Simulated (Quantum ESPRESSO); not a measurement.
Consider TiIN (Pmmn).

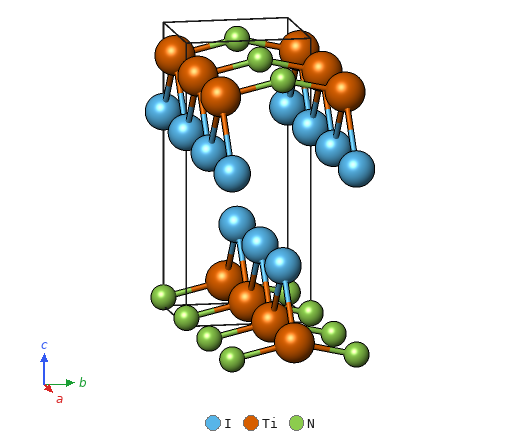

The structure (iodine blue, titanium orange, nitrogen green). 3×1×1 cells are drawn. Some periodic images of atoms are drawn too.

```
CELL_PARAMETERS angstrom
3.51500 0.00000 0.00000
0.00000 3.94100 0.00000
0.00000 0.00000 8.95500
ATOMIC_POSITIONS crystal
I 0.00000 0.00000 0.68500
I 0.50000 0.50000 0.31500
Ti 0.50000 0.00000 0.92000
Ti 0.00000 0.50000 0.08000
N 0.00000 0.00000 0.03000
N 0.50000 0.50000 0.97000
```

Absorber: atom 5, with 4 Ti at 2.01 Å (4-fold, site symmetry mm2). Method: Quantum ESPRESSO XSpectra, LDA, excited-electron core hole (neutral cell), 12-atom cell with 5.3 Å between holes, 6×6×6 k points, dipole transitions, Lorentzian half width 0.3 eV up to 4 eV, rising linearly to 2.5 eV at 25 eV.

Q: Where do the maxima of the N K edge fall?

Main maxima up to 24 eV above the zero (height): 0.5 eV (2.00), 1.6 eV (1.90), 2.7 eV (1.40), 4.0 eV (1.47), 5.5 eV (1.04) and 11.9 eV (0.94). A K edge sees empty p states; the first features are N p mixed into the empty d states of the Ti neighbours, and the broad ones above probably into the cations' higher empty bands. The total-energy difference is 400.01 eV. One term is added: -7.76 eV, since the hole is spin-paired here and a spin-polarised one costs that much less in the free atom (computed apart). The photon energy is then 392.25 eV. The functional leaves an error in such absolute values: in the free atom LDA prices this hole 3.5 eV below PBE (computed apart), and PBE is itself good to a few eV.

The N K spectrum (energy from the energy zero of the input (xe0, at the border of filled and empty states); intensity scaled to a mean of 1 over the first 20 eV; the points at xe0, where the cut of filled states can leave a spike, are interpolated; polarised curves are means over the symmetry-equivalent atoms):

```tsv
E (eV)	isotropic	ε ∥ x	ε ∥ y	ε ∥ z
-2.0	0.07	0.06	0.07	0.09
-0.5	0.32	0.24	0.32	0.38
1.0	1.81	1.07	1.83	2.53
2.5	1.34	2.82	0.45	0.76
4.0	1.46	1.46	1.85	1.08
5.5	1.03	0.63	1.44	1.03
7.0	0.71	0.61	0.77	0.75
8.5	0.80	0.73	0.85	0.83
10.0	0.85	0.86	0.88	0.80
11.5	0.93	0.98	1.01	0.81
13.0	0.92	0.98	1.00	0.80
14.5	0.89	1.00	0.99	0.69
16.0	0.86	0.89	0.97	0.72
17.5	0.83	0.84	0.86	0.78
19.0	0.75	0.79	0.75	0.73
20.5	0.71	0.74	0.68	0.71
22.0	0.68	0.68	0.63	0.72
23.5	0.64	0.61	0.58	0.72
25.0	0.60	0.55	0.55	0.71
26.5	0.57	0.51	0.52	0.68
28.0	0.55	0.50	0.50	0.64
29.5	0.55	0.53	0.51	0.62
31.0	0.57	0.56	0.54	0.62
```

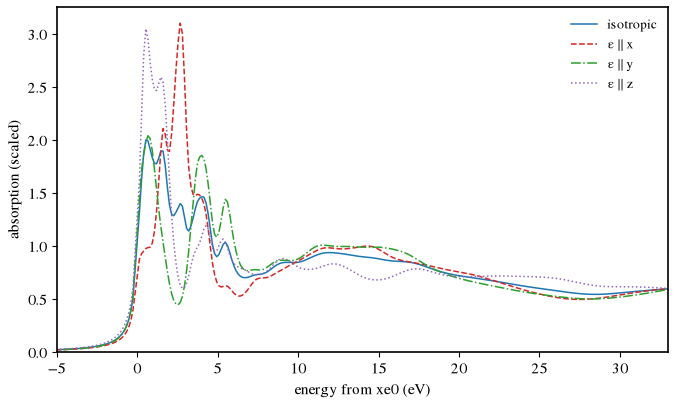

The N K edge.

The unit cell's mesh shows no gap over 0.35 eV. That is right for a metallic compound; for a small-gap or correlated insulator it would be the fault of the functional or of the assumed magnetic order, and the hole would be screened too well. The holes are only 5.3 Å apart, so the shape is probably not converged with cell size; no larger cell was run here. Lifetime broadening is put in by hand, and intensities beyond about 20 eV depend on it and on the partial waves; weight that the partial waves miss at high energy is lost. The structure is a published determination, not relaxed.

[Banner, clock and machine lines of the logs are left out without a mark of their own.]

[Logs are printed without paths, hosts, clocks, repeated set-up lines and the standing remarks that a program may print on its own settings, such as how far it seeks lower states.]

[Hosts, paths, dates, database ids (printed as entryN), source tags and the programs' standing remarks are cut or masked in the printed files.]

[Lists of maxima count a maximum above −3 eV only where it reaches 4 % of the highest in the window and stands out from its surroundings by 2 % of it (1.5 % where it reaches 55 %); shoulders and weaker maxima are passed over, and of the rest the first, up to two pre-edge ones and the few strongest are named.]
